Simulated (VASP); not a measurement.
Band structure of NaF (space group Fm-3m). All values below come from PBE GGA, VASP's PBE PAW potentials (set 64) (plane waves; VASP).

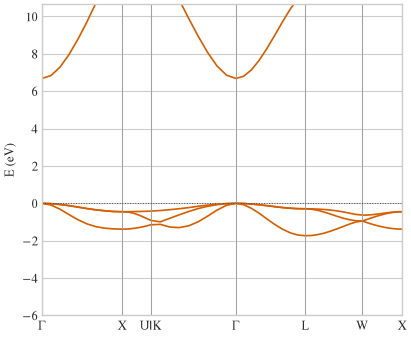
*Bands along high-symmetry lines, zero at the valence-band maximum or, without a gap, the Fermi level*

Read the plot: is there a gap, and where are the band edges?

The gap is direct, 6.68 eV, from the valence maximum at Γ to the conduction minimum at Γ.

The structure comes from a computed database's NaF entry; how it stands against other phases isn't given here. The cell was not relaxed at this level.
